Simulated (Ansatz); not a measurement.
H$_{3}$S$_{2}$O: several calculations on one system

## 1. Relaxation

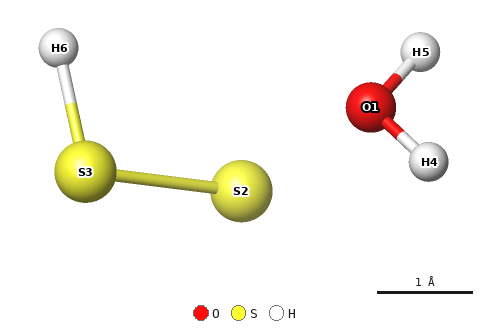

H₃S₂O (charge +1), before the constrained relaxation. Style: ball-and-stick. Shown face on.

The calculation used Ansatz 0.2.0, RKS PBE0-D4/def2-TZVP.

Input
```yaml
crystal:
  periodic: [false, false, false]
  atoms:
    - {symbol: O, position_ang: [-0.964405, 0.366397, -0.571898]}
    - {symbol: S, position_ang: [-0.006266, -0.930303, 0.586580]}
    - {symbol: S, position_ang: [1.849969, -0.633828, 0.195948]}
    - {symbol: H, position_ang: [-1.411871, 0.019498, -1.364651]}
    - {symbol: H, position_ang: [-1.617735, 0.817284, -0.010881]}
    - {symbol: H, position_ang: [2.072594, 0.510638, 0.892558]}
basis:
  gaussian: {orbitals: def2-TZVP}
total_charge: 1
hamiltonian: {xc: pbe0, dispersion: d4}
relax: {f_tol: 0.005, max_steps: 200, constraints: [{sites: [0, 1, 2, 5]}]}
```

Question: Where does the constrained relaxation end?

Answer: After 3 geometry steps the energy has fallen by 0.22 kcal/mol. Largest force component: 0.11 eV/Å at the start, 0.0014 eV/Å at the end. The largest moves after the best rigid fit, 0.067 Å, are those of H4 and H5. By element the largest moves are H 0.067 Å, S 0.050 Å, O 0.001 Å. The run took of the order of 14 core-seconds on a shared host.

Final geometry:

```xyz
6

O    -0.9651    0.3674   -0.5713
S     0.0044   -0.9568    0.5458
S     1.8588   -0.6150    0.1844
H    -1.4371   -0.0269   -1.3248
H    -1.5946    0.8757   -0.0328
H     2.0559    0.5054    0.9263
```

The end point in the same view:

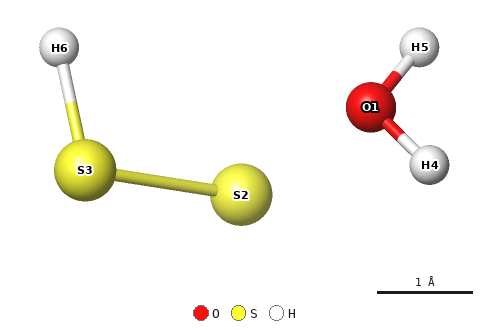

## 2. Relaxation

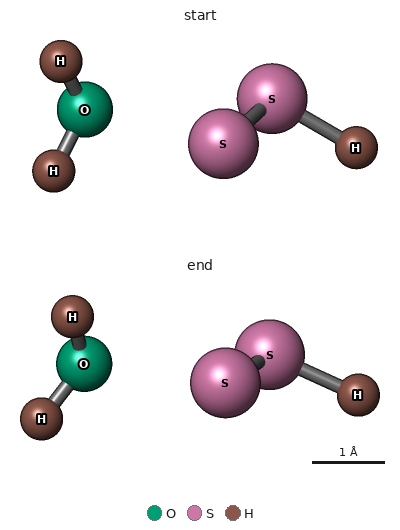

The structure of H3S2O (charge +1) before (top) and after (bottom) a constrained relaxation, at one scale.

Style: ball-and-stick. Shown at a tilt.

The calculation used RKS PBE0-D4/def2-TZVP in Ansatz 0.2.0. (force threshold 0.005 eV/Å; at most 200 steps)

> Summarise the run.

The largest moves after the best rigid fit, 0.18 Å, are those of H atoms. By element the largest moves are H 0.18 Å, S 0.16 Å, O 0.06 Å. Over 6 geometry steps the energy falls by 13.8 kJ/mol. The largest force component goes from 0.4 to 0.0019 eV/Å.

## 3. Scan

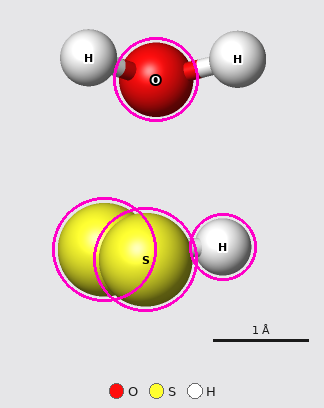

Energy scan for H₃S₂O (charge +1), in which the O1–S2–S3–H6 dihedral angle is varied, with all other coordinates relaxed. The picture shows the minimum geometry. The ringed atoms are those of the scanned coordinate. The picture is a ball-and-stick view, seen almost along the central bond.

Single-point energies from Ansatz with r2SCAN-D4 in the def2-TZVPP basis, on geometries relaxed under the constraint at PBE0-D4/def2-TZVP. Energies are counted from the PBE0-D4/def2-TZVP minimum geometry at the same level.

```xyz
6

O    -0.9644    0.3664   -0.5719
S    -0.0063   -0.9303    0.5866
S     1.8500   -0.6338    0.1959
H    -1.4844   -0.0776   -1.2627
H    -1.5459    0.9585   -0.0660
H     2.1510    0.3168    1.1181
```

**Predict the energy profile (the dihedral: 16.8, 46.8, 76.8, 90.0, 106.8, 136.8, 166.8, 196.8, 226.8, 256.8, 286.8, 316.8, 346.8°).**

```tsv
dihedral angle (°)	ΔE (kJ/mol)
16.8	125.3
46.8	46.4
76.8	4.5
90.0	0.0
106.8	7.2
136.8	55.8
166.8	141.2
196.8	130.0
226.8	47.7
256.8	4.4
286.8	7.3
316.8	54.2
346.8	136.1
```

The lowest computed point lies at the dihedral 90.0° (0.0 kJ/mol). Further local minima among the points: 256.8° (4.4 kJ/mol). A local maximum lies at 166.8° (141.2 kJ/mol). The highest point, at 166.8°, lies 141.2 kJ/mol above the lowest and gives the barrier to rotation to within the spacing of the points.

The computed profile:

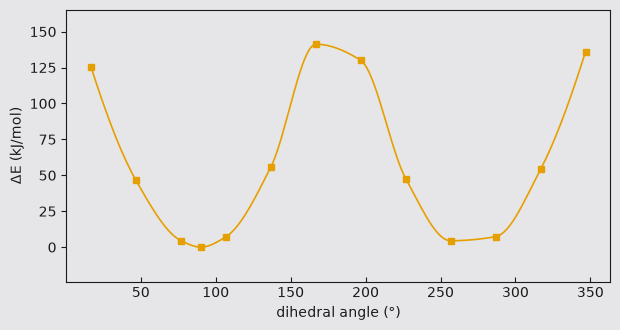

## 4. Scan

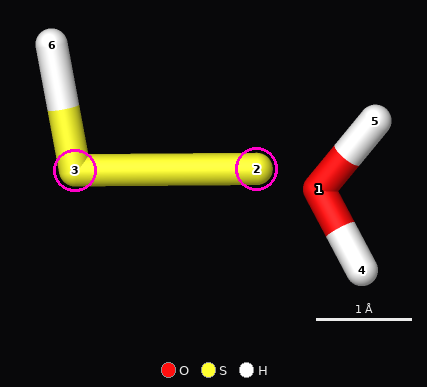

A scan of H₃S₂O (charge +1): the S2–S3 distance is varied, with the rest of the molecule carried along rigidly. The picture shows the minimum geometry. The ringed atoms are those of the scanned coordinate. The picture is a stick view, seen at a tilt.

Computed with Ansatz: wB97M-V, CCSD(T), PBE-D4, basis def2-TZVPP, on geometries moved rigidly from the minimum at PBE0-D4/def2-TZVP. Coupled cluster with a frozen core. Energies are counted from the PBE0-D4/def2-TZVP minimum geometry at the same level.

Input
```yaml
crystal:
  periodic: [false, false, false]
  atoms:
    - {symbol: O, position_ang: [-0.964405, 0.366397, -0.571898]}
    - {symbol: S, position_ang: [-0.006266, -0.930303, 0.586580]}
    - {symbol: S, position_ang: [1.849969, -0.633828, 0.195948]}
    - {symbol: H, position_ang: [-1.484412, -0.077617, -1.262723]}
    - {symbol: H, position_ang: [-1.545879, 0.958527, -0.065969]}
    - {symbol: H, position_ang: [2.151003, 0.316823, 1.118053]}
basis:
  gaussian: {orbitals: def2-TZVPP}
total_charge: 1
hamiltonian: {xc: {name: wB97M-V}}
```

Question: What energies does the calculation give (the distance: 1.728, 1.767, 1.823, 1.889, 1.920, 1.962, 2.041, 2.124, 2.212, 2.304 Å)?

Answer: Energies in kJ/mol.

```csv
distance (Å),wB97M-V,CCSD(T),PBE-D4
1.728,67.1,75.6,76.4
1.767,39.9,46.3,47.2
1.823,14.7,18.6,19.4
1.889,1.5,2.6,2.9
1.920,0.0,0.0,0.0
1.962,1.9,0.3,−0.1
2.041,14.7,10.3,9.0
2.124,37.2,29.9,27.6
2.212,67.0,56.7,53.7
2.304,101.6,88.0,84.8
```

With wB97M-V: the lowest computed point lies at the distance 1.920 Å (0.0 kJ/mol). The curvature at the lowest point is about 27 eV/Å² (4.3 mdyn/Å). The well is steeper on the short side, as for any bond. At 2.304 Å the levels give PBE-D4 84.8 kJ/mol, CCSD(T) 88.0 kJ/mol, wB97M-V 101.6 kJ/mol. Closest to CCSD(T) there is PBE-D4. At 2.212 Å to 2.304 Å the mean-field solution behind CCSD(T) isn't stable (a lower one of broken symmetry exists), so those energies are less reliable. The T1 diagnostic reaches 0.028, so the single-reference result is less sure there.

The computed profile:

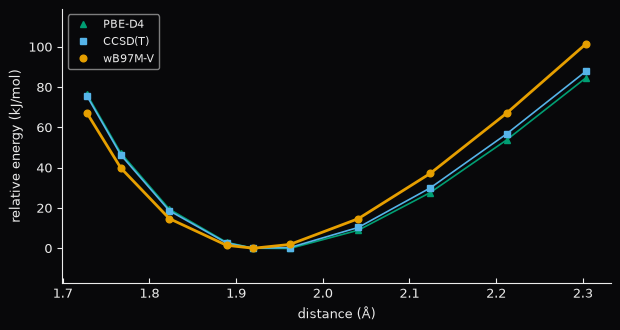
